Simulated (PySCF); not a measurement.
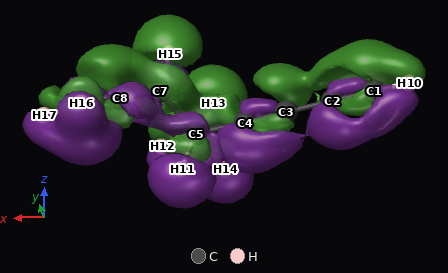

Figure 1: C9H8, SMILES `C#CC#CC(C)C=C=C`. Change of the electron density in a uniform field of 0.21 V/Å, surfaces at ±0.001 e/Å³ (purple: gain, green: loss).

Level of theory: HF/def2-SVP (PySCF), at a geometry from GFN2-xTB. No frequency check shows the geometry to be a minimum. A basis without diffuse functions makes polarisabilities too small.

Geometry (Å), atoms numbered from 1:

```
C1      -4.2748    0.8980    0.0921
C2      -3.1357    0.5208   -0.0102
C3      -1.8521    0.0883   -0.1206
C4      -0.7179   -0.3054   -0.2458
C5       0.6509   -0.7713   -0.3357
C6       0.7337   -2.2597    0.0264
C7       1.5078    0.0495    0.6061
C8       2.4776    0.8106    0.2078
C9       3.4438    1.5567   -0.2222
H10     -5.2652    1.2299    0.1787
H11      1.0060   -0.6244   -1.3634
H12      1.7640   -2.6021   -0.0459
H13      0.3803   -2.4225    1.0429
H14      0.1188   -2.8485   -0.6513
H15      1.2575   -0.0307    1.6557
H16      3.2881    2.5918   -0.4820
H17      4.4503    1.1822   -0.3230
```

> Along which Cartesian direction does the field point?

Along +z: electrons gather on the −z side, against the field.

> How large is the response?

The induced dipole is 0.58 D (+0.56 D along the field); α along this axis, from the fields in both directions, is 55 bohr³ (8.2 Å³).

> Which atoms gain and lose the most charge?

Electrons gather most on H11 (Hirshfeld charge changes by −0.007 e) and leave H15 most (+0.007 e); 0.067 electrons are displaced in all.
